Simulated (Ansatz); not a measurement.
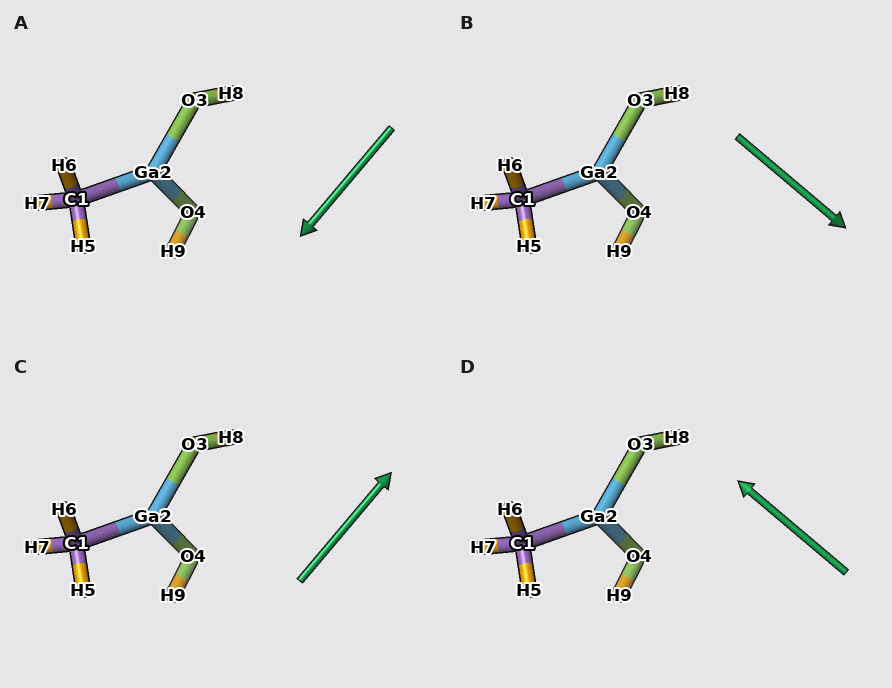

The same molecule four times, each with an arrow. The geometry was computed by an optimisation with PBE0-D4/def2-TZVP. No frequency run is at hand to confirm it as a minimum. Properties computed with RKS PBE-D4/def2-TZVPP (Ansatz 0.2.0).

> Which arrow points along the dipole moment, from the negative to the positive end?

A. The dipole moment is 2.11 D; it points from the side of H8 to the side of H5, H7 (the outermost atoms at the two ends).
